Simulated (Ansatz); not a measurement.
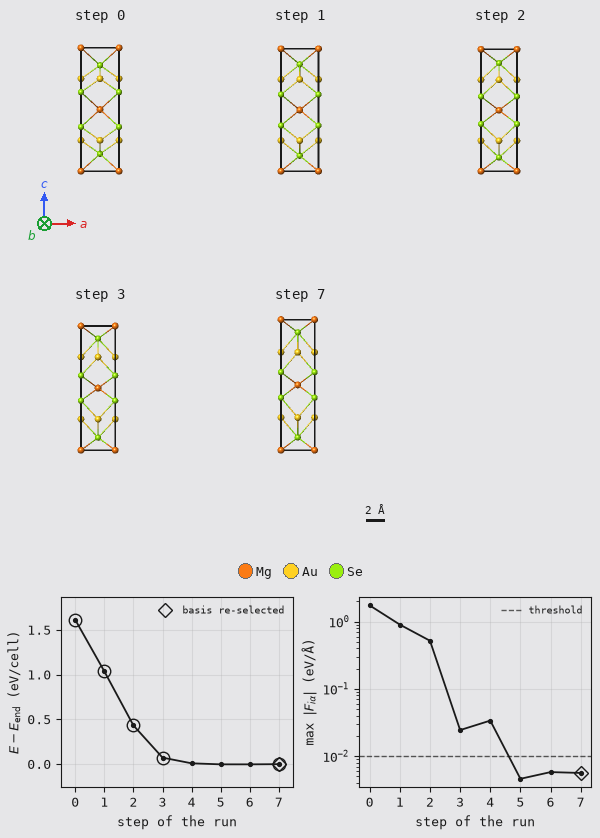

Frames of a relaxation of crystalline MgAu₂Se₂ (built on the BaCu2S2-139 type type), marked on the history of the run. Style: ball-and-stick. Shown: the conventional cell (2 times the calculation's cell), along the b axis. Lengths and directions refer to the drawn axes.

These are results of DFT, PBEsol, plane waves, PAW in Ansatz 0.2.0, not measurements. (plane-wave cutoff 420 eV; k-point mesh 8 × 8 × 8; occupations fermi dirac; smearing width 0.03 eV; no spin polarisation; cell and atoms relaxed; force threshold 0.01 eV/Å; at most 120 steps)

Describe the path.

Answer. The largest moves relative to the cell, 0.63 Å, are those of Se atoms. Au and Mg stay in place. Cell: a = b 4.252 → 3.755 Å (−11.7 %), c 13.786 → 14.595 Å (+5.9 %). Volume −17.5 %. Among the contacts that change: Se–Se 3.888 → 2.851 Å, Mg–Se 3.581 → 3.014 Å, Au–Au 3.007 → 2.655 Å, Au–Se 2.603 → 2.910 Å. Bond angles that change, for instance: Au–Se–Au 109.5° → 80.4°, Se–Au–Se 109.5° → 80.4°, Se–Au–Se 109.5° → 125.7°. The space group stays I4/mmm (No. 139). After 6 accepted moves (7 points after the start) the energy has fallen by 1.613 eV per cell of the calculation. The largest force component goes from 1.7 to 0.0056 eV/Å. The pressure goes from −0.19 to 0.01 GPa. At 1 point the geometry stayed and the basis and grid were re-selected for the new cell (energy shift of 2.2 meV per cell of the calculation at most each time). The run took 67 s on 2 threads of Arm Neoverse V1, on a shared host, peak memory 0.58 GiB. From step 0 to 1: Se atoms move most (0.19 Å), volume −3.4 %, energy −0.576 eV per cell of the calculation. From step 1 to 2: Se atoms move most (0.19 Å), volume −8.4 %, energy −0.605 eV per cell of the calculation. From step 2 to 3: Se atoms move most (0.16 Å), volume −8.0 %, energy −0.359 eV per cell of the calculation. From step 3 to 7: Se atoms move most (0.05 Å), volume +1.5 %, energy −73.0 meV per cell of the calculation.
